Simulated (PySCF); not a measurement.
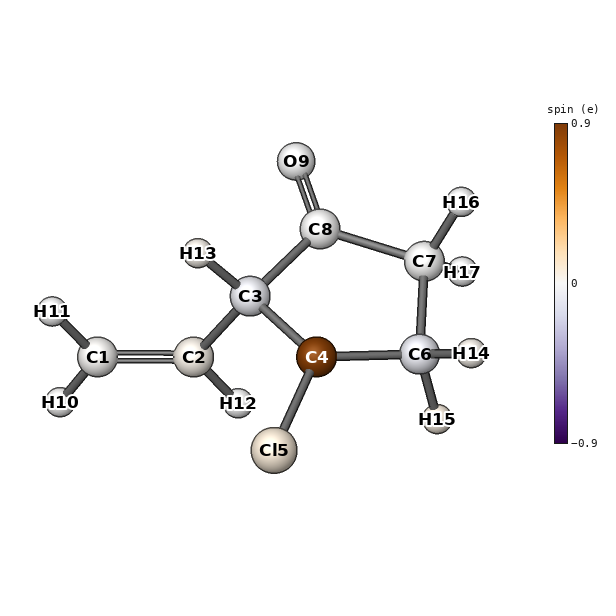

Atoms are coloured by their Mulliken spin populations. The species is neutral and a spin doublet. The geometry was computed by an optimisation with GFN2-xTB. No frequency run is at hand to confirm it as a minimum. Properties computed with UKS B3LYP, pcH-1 on C Cl H O, non-relativistic (PySCF 2.14.0).

Question: Which atom carries the largest spin population?

Answer: C4 (0.88 e).

Question: Which atom has the lowest spin population?

Answer: C6 (−0.07 e); a negative value comes from spin polarisation.

List the Mulliken spin populations.

```csv
atom,value (e)
C1,0.01
C2,0.04
C3,−0.06
C4,0.88
Cl5,0.08
C6,−0.07
C7,0.01
C8,0.00
O9,0.00
H10,0.00
H11,0.00
H12,0.00
H13,0.03
H14,0.03
H15,0.06
H16,0.00
H17,0.00
```

Mulliken values depend strongly on the basis set.
